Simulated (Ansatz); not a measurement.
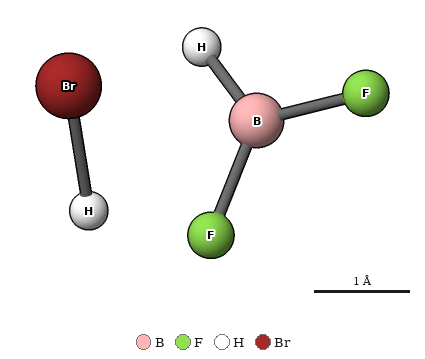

**Figure 1.** The starting structure (ball-and-stick view, seen at a tilt). Bond lengths as drawn: Br–H 1.49 Å, B–F 1.30 to 1.32 Å and B–H 1.19 Å.

**Geometry relaxation of BH2BrF2**

System: BH2BrF2.
Method: RHF/def2-SVP (Ansatz 0.2.0).

It belongs to a series of runs on one base structure; here: end point A relaxed.

Input:
```yaml
crystal:
  periodic: [false, false, false]
  atoms:
    - { symbol: B, position_ang: [-0.001549, -0.269348, -0.048663] }
    - { symbol: F, position_ang: [0.03213, -0.383883, 1.262844] }
    - { symbol: F, position_ang: [1.131923, -0.336801, -0.682907] }
    - { symbol: H, position_ang: [-1.032562, -0.1595, -0.624528] }
    - { symbol: Br, position_ang: [0.058555, 2.798309, 1.012506] }
    - { symbol: H, position_ang: [0.079305, 1.633823, 1.938048] }
basis:
  gaussian: { orbitals: def2-SVP }
hamiltonian:
  xc: hf
relax:
  f_tol: 0.03
  max_steps: 50
output:
  orbitals: {}
```

Launched with:
```bash
ansatz run input.yaml --threads 1 --pin off --max-ram 2048MiB --backend cpu --events-out ev --progress --plain --runs-dir out
```

Log:
```
The last accepted step is kept in [file] (removed where the run ends without a failure and the disk answers)
Engine: ansatz 0.2.0, aarch64-unknown-linux-gnu
Functional definition: HF
  exchange = exact_x
  correlation = 0
883 factors; integrals over basis functions are off by at most 5.0e-4 eV
mean field evaluation 1: about -76101.7294 eV, gradient 3.0e1 eV
mean field evaluation 2: about -76101.8376 eV, gradient 3.1e1 eV
mean field evaluation 4: about -76103.8203 eV, gradient 2.3e0 eV
mean field evaluation 8: about -76103.8487 eV, gradient 1.3e-1 eV
mean field -76103.84881011 eV, -2796.7648587301 hartree, gradient 2.5e-5 eV, S^2 0.000000; 0 other end points of the search recorded, 0 dependent functions left out
the calculation of the forces begins
reference -76103.84881011 eV, -2796.7648587301 hartree; 30, 30 occupied and 54, 54 virtual orbitals, 883 factors
relax step   1: F+E_penalty+E_count = -76103.84881011 eV  Δ(F+E_penalty+E_count) = +0.000e0 eV  max|allowed force component| = 1.687e0 eV/Å  Δτ_max = 0.0000 Å  (35 SCF iters, accepted)
these checks for a lower state are left out or cut short: starts, cluster_reference, orbital_swaps, neighbouring_geometries, increment
883 factors; integrals over basis functions are off by at most 5.1e-4 eV
mean field evaluation 16: about -76103.9767 eV, gradient 1.2e-3 eV
mean field -76103.97670764 eV, -2796.7695588775 hartree, gradient 2.7e-5 eV, S^2 0.000000; 0 other end points of the search recorded, 0 dependent functions left out
the calculation of the forces begins
reference -76103.97670764 eV, -2796.7695588775 hartree; 30, 30 occupied and 54, 54 virtual orbitals, 883 factors
relax step   2: F+E_penalty+E_count = -76103.97670764 eV  Δ(F+E_penalty+E_count) = -1.279e-1 eV  max|allowed force component| = 8.341e-1 eV/Å  Δτ_max = 0.1943 Å  (34 SCF iters, accepted)
these checks for a lower state are left out or cut short: starts, cluster_reference, orbital_swaps, neighbouring_geometries, increment
883 factors; integrals over basis functions are off by at most 4.7e-4 eV
mean field -76103.94531793 eV, -2796.7684053272 hartree, gradient 2.4e-5 eV, S^2 0.000000; 0 other end points of the search recorded, 0 dependent functions left out
the calculation of the forces begins
reference -76103.94531793 eV, -2796.7684053272 hartree; 30, 30 occupied and 54, 54 virtual orbitals, 883 factors
relax step   3: F+E_penalty+E_count = -76103.94531793 eV  Δ(F+E_penalty+E_count) = +3.139e-2 eV  max|allowed force component| = 1.315e0 eV/Å  Δτ_max = 0.1633 Å  (33 SCF iters, rejected (line search))
these checks for a lower state are left out or cut short: starts, cluster_reference, orbital_swaps, neighbouring_geometries, increment
883 factors; integrals over basis functions are off by at most 4.9e-4 eV
mean field evaluation 32: about -76103.8310 eV, gradient 1.2e-1 eV
mean field -76104.00222108 eV, -2796.7704964791 hartree, gradient 2.7e-5 eV, S^2 0.000000; 0 other end points of the search recorded, 0 dependent functions left out
the calculation of the forces begins
reference -76104.00222108 eV, -2796.7704964791 hartree; 30, 30 occupied and 54, 54 virtual orbitals, 883 factors
relax step   4: F+E_penalty+E_count = -76104.00222108 eV  Δ(F+E_penalty+E_count) = -2.551e-2 eV  max|allowed force component| = 2.871e-1 eV/Å  Δτ_max = 0.0816 Å  (35 SCF iters, accepted)
these checks for a lower state are left out or cut short: starts, cluster_reference, orbital_swaps, neighbouring_geometries, increment
883 factors; integrals over basis functions are off by at most 4.9e-4 eV
mean field -76104.00729638 eV, -2796.7706829929 hartree, gradient 5.5e-6 eV, S^2 0.000000; 0 other end points of the search recorded, 0 dependent functions left out
the calculation of the forces begins
reference -76104.00729638 eV, -2796.7706829929 hartree; 30, 30 occupied and 54, 54 virtual orbitals, 883 factors
relax step   5: F+E_penalty+E_count = -76104.00729638 eV  Δ(F+E_penalty+E_count) = -5.075e-3 eV  max|allowed force component| = 2.127e-1 eV/Å  Δτ_max = 0.0457 Å  (35 SCF iters, accepted)
these checks for a lower state are left out or cut short: starts, cluster_reference, orbital_swaps, neighbouring_geometries, increment
883 factors; integrals over basis functions are off by at most 4.9e-4 eV
mean field -76104.01736758 eV, -2796.7710531028 hartree, gradient 3.8e-6 eV, S^2 0.000000; 0 other end points of the search recorded, 0 dependent functions left out
the calculation of the forces begins
reference -76104.01736758 eV, -2796.7710531028 hartree; 30, 30 occupied and 54, 54 virtual orbitals, 883 factors
relax step   6: F+E_penalty+E_count = -76104.01736758 eV  Δ(F+E_penalty+E_count) = -1.007e-2 eV  max|allowed force component| = 1.539e-1 eV/Å  Δτ_max = 0.1486 Å  (35 SCF iters, accepted)
these checks for a lower state are left out or cut short: starts, cluster_reference, orbital_swaps, neighbouring_geometries, increment
883 factors; integrals over basis functions are off by at most 4.8e-4 eV
mean field evaluation 64: about -76104.0197 eV, gradient 1.2e-4 eV
mean field -76104.01965855 eV, -2796.7711372945 hartree, gradient 5.5e-6 eV, S^2 0.000000; 0 other end points of the search recorded, 0 dependent functions left out
the calculation of the forces begins
reference -76104.01965855 eV, -2796.7711372945 hartree; 30, 30 occupied and 54, 54 virtual orbitals, 883 factors
relax step   7: F+E_penalty+E_count = -76104.01965855 eV  Δ(F+E_penalty+E_count) = -2.291e-3 eV  max|allowed force component| = 1.346e-1 eV/Å  Δτ_max = 0.0886 Å  (34 SCF iters, accepted)
these checks for a lower state are left out or cut short: starts, cluster_reference, orbital_swaps, neighbouring_geometries, increment
883 factors; integrals over basis functions are off by at most 4.8e-4 eV
mean field -76104.01956843 eV, -2796.7711339826 hartree, gradient 4.0e-6 eV, S^2 0.000000; 0 other end points of the search recorded, 0 dependent functions left out
the calculation of the forces begins
reference -76104.01956843 eV, -2796.7711339826 hartree; 30, 30 occupied and 54, 54 virtual orbitals, 883 factors
relax step   8: F+E_penalty+E_count = -76104.01956843 eV  Δ(F+E_penalty+E_count) = +9.012e-5 eV  max|allowed force component| = 1.101e-1 eV/Å  Δτ_max = 0.0218 Å  (36 SCF iters, rejected (line search))
these checks for a lower state are left out or cut short: starts, cluster_reference, orbital_swaps, neighbouring_geometries, increment
883 factors; integrals over basis functions are off by at most 4.8e-4 eV
mean field -76104.01993782 eV, -2796.7711475574 hartree, gradient 5.6e-6 eV, S^2 0.000000; 0 other end points of the search recorded, 0 dependent functions left out
the calculation of the forces begins
reference -76104.01993782 eV, -2796.7711475574 hartree; 30, 30 occupied and 54, 54 virtual orbitals, 883 factors
relax step   9: F+E_penalty+E_count = -76104.01993782 eV  Δ(F+E_penalty+E_count) = -2.793e-4 eV  max|allowed force component| = 1.160e-1 eV/Å  Δτ_max = 0.0109 Å  (36 SCF iters, accepted)
these checks for a lower state are left out or cut short: starts, cluster_reference, orbital_swaps, neighbouring_geometries, increment
883 factors; integrals over basis functions are off by at most 4.8e-4 eV
mean field -76104.02038509 eV, -2796.7711639942 hartree, gradient 3.8e-6 eV, S^2 0.000000; 0 other end points of the search recorded, 0 dependent functions left out
the calculation of the forces begins
reference -76104.02038509 eV, -2796.7711639942 hartree; 30, 30 occupied and 54, 54 virtual orbitals, 883 factors
relax step  10: F+E_penalty+E_count = -76104.02038509 eV  Δ(F+E_penalty+E_count) = -4.473e-4 eV  max|allowed force component| = 5.852e-2 eV/Å  Δτ_max = 0.0551 Å  (36 SCF iters, accepted)
these checks for a lower state are left out or cut short: starts, cluster_reference, orbital_swaps, neighbouring_geometries, increment
883 factors; integrals over basis functions are off by at most 5.0e-4 eV
mean field evaluation 96: about -76104.0121 eV, gradient 1.1e0 eV
mean field -76104.01433459 eV, -2796.7709416424 hartree, gradient 3.9e-6 eV, S^2 0.000000; 0 other end points of the search recorded, 0 dependent functions left out
the calculation of the forces begins
reference -76104.01433459 eV, -2796.7709416424 hartree; 30, 30 occupied and 54, 54 virtual orbitals, 883 factors
relax step  11: F+E_penalty+E_count = -76104.01433459 eV  Δ(F+E_penalty+E_count) = +6.051e-3 eV  max|allowed force component| = 4.308e-1 eV/Å  Δτ_max = 0.0497 Å  (35 SCF iters, rejected (line search))
these checks for a lower state are left out or cut short: starts, cluster_reference, orbital_swaps, neighbouring_geometries, increment
883 factors; integrals over basis functions are off by at most 4.9e-4 eV
mean field -76104.02073417 eV, -2796.7711768227 hartree, gradient 4.0e-6 eV, S^2 0.000000; 0 other end points of the search recorded, 0 dependent functions left out
the calculation of the forces begins
reference -76104.02073417 eV, -2796.7711768227 hartree; 30, 30 occupied and 54, 54 virtual orbitals, 883 factors
relax step  12: F+E_penalty+E_count = -76104.02073417 eV  Δ(F+E_penalty+E_count) = -3.491e-4 eV  max|allowed force component| = 1.838e-2 eV/Å  Δτ_max = 0.0248 Å  (35 SCF iters, accepted)
883 factors; integrals over basis functions are off by at most 4.9e-4 eV
mean field evaluation 128: about -76104.0207 eV, gradient 1.2e-1 eV
```

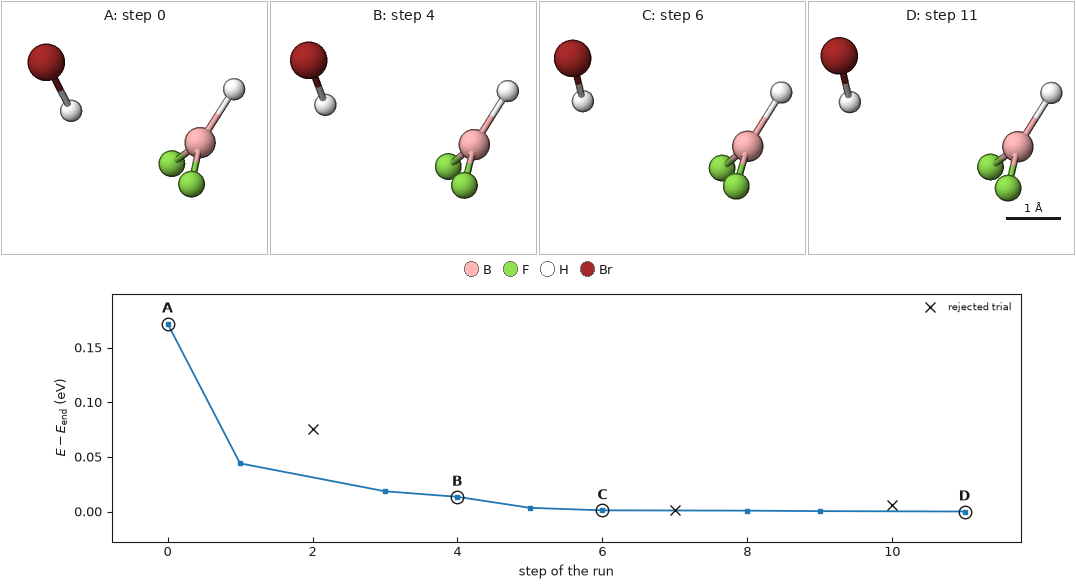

**Figure 2.** Frames of the relaxation (ball-and-stick view, seen at a tilt) above the curves, on which the letters mark them (the first geometry is step 0 here and step 1 in the log).

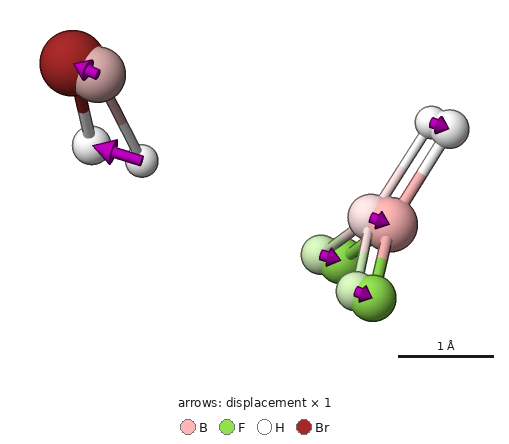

**Figure 3.** Start (faint) and end (solid) with the displacements as pink arrows, at true length (ball-and-stick view, seen at a tilt). The two geometries are laid on each other by the best rigid fit. The energy falls by 0.172 eV in 11 geometry steps. The largest force component goes from 1.7 to 0.018 eV/Å. The line search rejected the trial steps at points 2, 7, 10 (counted from 0) and went back. The atom that moves furthest after the best rigid fit is H6 (0.56 Å). Largest moves by element: H 0.56 Å, Br 0.31 Å, F 0.23 Å, B 0.22 Å. Distances before and after: Br5–H6 1.488 → 1.408 Å, B1–F2 1.317 → 1.308 Å. (Atoms are counted from 1 in the order of the input.)

```
mean field -76104.02073417 eV, -2796.7711768227 hartree, gradient 5.6e-6 eV, S^2 0.000000; 1 other end points of the search recorded, 0 dependent functions left out
the calculation of the forces begins
reference -76104.02073417 eV, -2796.7711768227 hartree; 30, 30 occupied and 54, 54 virtual orbitals, 883 factors
Total energy: -76104.02073417 eV, -2796.7711768227 hartree
Atom 0 at    -0.006953    -0.459049    -0.163854 Å, force     0.009352    -0.003227     0.018383 eV/Å
Atom 1 at     0.010710    -0.572946     1.138686 Å, force    -0.003551     0.006172    -0.015470 eV/Å
Atom 2 at     1.133848    -0.506111    -0.790581 Å, force    -0.004757     0.000026    -0.002107 eV/Å
Atom 3 at    -1.031257    -0.337419    -0.753005 Å, force    -0.001094    -0.000995    -0.001444 eV/Å
Atom 4 at     0.028623     3.045747     1.188333 Å, force     0.000044     0.002085    -0.001765 eV/Å
Atom 5 at     0.132832     2.112379     2.237721 Å, force     0.000007    -0.004060     0.002403 eV/Å
Dipole moment:    -0.173128    -0.091148     0.075604 e Å
```

Trajectory as extended XYZ (Å, eV, eV/Å), 12 frames, from step=1 to step=12:
```
6
Properties=species:S:1:pos:R:3:forces:R:3 step=1 energy=-76103.84881
B    -0.0015   -0.2693   -0.0487    0.0166  -0.2019   0.0235
F     0.0321   -0.3839    1.2628   -0.0201  -0.2228  -0.1756
F     1.1319   -0.3368   -0.6829    0.0038   0.0003   0.0014
H    -1.0326   -0.1595   -0.6245   -0.0107  -0.0005   0.0099
Br    0.0586    2.7983    1.0125    0.0287  -1.2626   1.2294
H     0.0793    1.6338    1.9380   -0.0183   1.6875  -1.0887
6
Properties=species:S:1:pos:R:3:forces:R:3 step=2 energy=-76103.97671
B    -0.0101   -0.4038   -0.0920    0.2407   0.8341   0.2340
F     0.0223   -0.4971    1.2200   -0.0511  -0.2879  -0.3013
F     1.1352   -0.3672   -0.7158   -0.1844  -0.3068   0.0360
H    -1.0354   -0.2194   -0.6637   -0.0075  -0.3393  -0.0242
Br    0.0693    2.9472    1.1267   -0.0035  -0.0502   0.0973
H     0.0864    1.8229    1.9821    0.0057   0.1501  -0.0418
6
Properties=species:S:1:pos:R:3:forces:R:3 step=3 energy=-76103.94532 accepted=F
B     0.0057   -0.3649   -0.1005    0.7659  -1.3148   0.3675
F     0.0543   -0.6554    1.1959   -0.1482   0.5921  -0.8664
F     1.1399   -0.5017   -0.7603   -0.7435   0.4182   0.3423
H    -1.0288   -0.1826   -0.6586    0.1203   0.3106   0.1050
Br    0.0342    3.0491    1.1776   -0.0125   0.5623  -0.4515
H     0.0624    1.9380    2.0032    0.0181  -0.5683   0.5032
6
Properties=species:S:1:pos:R:3:forces:R:3 step=4 energy=-76104.00222
B    -0.0046   -0.3470   -0.0949    0.1348  -0.2871   0.1287
F     0.0205   -0.5084    1.2079    0.0029   0.0545  -0.1440
F     1.1324   -0.3966   -0.7288   -0.0437   0.0580   0.0261
H    -1.0310   -0.2261   -0.6701   -0.0974   0.0759  -0.0632
Br    0.0615    2.8946    1.0919   -0.0015   0.0926  -0.0163
H     0.0890    1.8661    2.0513    0.0049   0.0060   0.0687
6
Properties=species:S:1:pos:R:3:forces:R:3 step=5 energy=-76104.00730
B    -0.0055   -0.3611   -0.1035    0.1043  -0.2127   0.1392
F     0.0188   -0.5180    1.1992    0.0039   0.0388  -0.1336
F     1.1322   -0.4002   -0.7360   -0.0246   0.0376   0.0127
H    -1.0324   -0.2424   -0.6797   -0.0860   0.0546  -0.0605
Br    0.0642    2.9038    1.0960   -0.0026   0.0939  -0.0273
H     0.0906    1.9006    2.0813    0.0051  -0.0121   0.0695
6
Properties=species:S:1:pos:R:3:forces:R:3 step=6 energy=-76104.01737
B    -0.0081   -0.4110   -0.1326    0.0353  -0.0187   0.1539
F     0.0148   -0.5594    1.1697    0.0029   0.0019  -0.1214
F     1.1317   -0.4202   -0.7617   -0.0055  -0.0128  -0.0091
H    -1.0368   -0.2955   -0.7114   -0.0326  -0.0036  -0.0403
Br    0.0709    2.9520    1.1192   -0.0030  -0.0048   0.0427
H     0.0953    2.0166    2.1740    0.0029   0.0380  -0.0259
6
Properties=species:S:1:pos:R:3:forces:R:3 step=7 energy=-76104.01966
B    -0.0081   -0.4395   -0.1497    0.0112  -0.0302   0.1346
F     0.0135   -0.5980    1.1506    0.0055   0.0214  -0.1133
F     1.1320   -0.4448   -0.7788   -0.0133  -0.0027  -0.0038
H    -1.0376   -0.3205   -0.7292   -0.0027   0.0040  -0.0249
Br    0.0680    2.9943    1.1426   -0.0042   0.0202  -0.0120
H     0.1001    2.0911    2.2219    0.0035  -0.0128   0.0194
6
Properties=species:S:1:pos:R:3:forces:R:3 step=8 energy=-76104.01957 accepted=F
B    -0.0072   -0.4411   -0.1495    0.0206  -0.0270   0.1101
F     0.0105   -0.6040    1.1496    0.0088   0.0198  -0.0849
F     1.1337   -0.4572   -0.7773   -0.0078  -0.0020  -0.0013
H    -1.0333   -0.3078   -0.7306   -0.0216   0.0037  -0.0318
Br    0.0470    2.9984    1.1467   -0.0079   0.0893  -0.0967
H     0.1171    2.0942    2.2184    0.0079  -0.0838   0.1046
6
Properties=species:S:1:pos:R:3:forces:R:3 step=9 energy=-76104.01994
B    -0.0078   -0.4429   -0.1521    0.0038  -0.0228   0.1160
F     0.0127   -0.5967    1.1483    0.0064   0.0175  -0.0965
F     1.1323   -0.4539   -0.7810   -0.0072  -0.0030  -0.0040
H    -1.0364   -0.3218   -0.7330   -0.0025   0.0024  -0.0215
Br    0.0608    3.0000    1.1475   -0.0034   0.0157  -0.0080
H     0.1062    2.0980    2.2276    0.0029  -0.0097   0.0141
6
Properties=species:S:1:pos:R:3:forces:R:3 step=10 energy=-76104.02038
B    -0.0061   -0.4537   -0.1616   -0.0106  -0.0585   0.0037
F     0.0079   -0.5871    1.1390    0.0142   0.0226  -0.0134
F     1.1344   -0.5009   -0.7891    0.0011   0.0169   0.0134
H    -1.0294   -0.3254   -0.7507   -0.0050   0.0194  -0.0049
Br    0.0207    3.0281    1.1727    0.0069  -0.0409   0.0516
H     0.1403    2.1216    2.2470   -0.0066   0.0405  -0.0504
6
Properties=species:S:1:pos:R:3:forces:R:3 step=11 energy=-76104.01433 accepted=F
B    -0.0081   -0.4929   -0.1763    0.0441   0.4308   0.0231
F     0.0083   -0.5622    1.1297   -0.0034  -0.1342  -0.0665
F     1.1354   -0.5298   -0.8011   -0.0525  -0.1358   0.0325
H    -1.0285   -0.3445   -0.7692    0.0123  -0.1591   0.0159
Br    0.0108    3.0648    1.2048    0.0127  -0.0710   0.0904
H     0.1500    2.1473    2.2694   -0.0131   0.0693  -0.0954
6
Properties=species:S:1:pos:R:3:forces:R:3 step=12 energy=-76104.02073
B    -0.0070   -0.4590   -0.1639    0.0094  -0.0032   0.0184
F     0.0107   -0.5729    1.1387   -0.0036   0.0062  -0.0155
F     1.1338   -0.5061   -0.7906   -0.0048   0.0000  -0.0021
H    -1.0313   -0.3374   -0.7530   -0.0011  -0.0010  -0.0014
Br    0.0286    3.0457    1.1883    0.0000   0.0021  -0.0018
H     0.1328    2.1124    2.2377    0.0000  -0.0041   0.0024
```

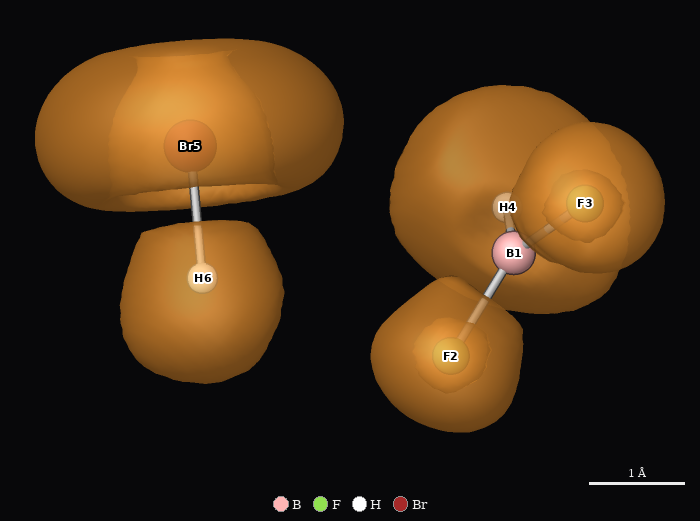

**Figure 4.** Isosurface of the ELF at 0.75 (orange), seen at a tilt. Core shells and regions of very low density are left out. Along the contacts the grid gives the following.

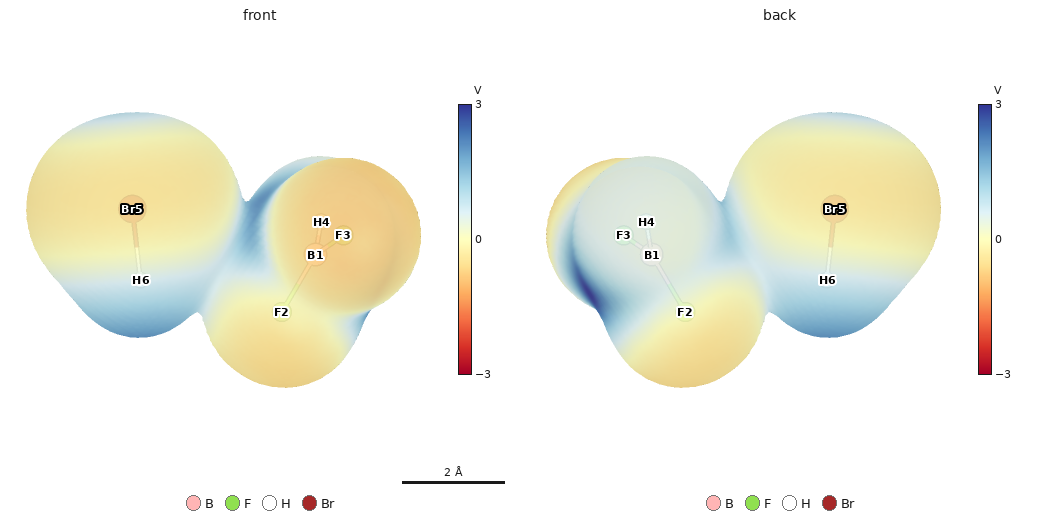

**Figure 5.** The electrostatic potential painted on the density surface at 0.002 e/bohr³, seen at a tilt and from behind; the colour scale runs from red (negative) to blue (positive).

Summary:

| quantity | value |
| --- | --- |
| outcome | converged |
| total energy | −76104.0207 eV |
| mean-field energy | −76104.0207 eV |
| largest force (length of the vector) at the end | 0.021 eV/Å |
| hardware | 1 thread of Arm Neoverse V1, 24 GiB of memory available, shared host |
| wall time | 21 s |
| peak memory | 0.16 GiB |
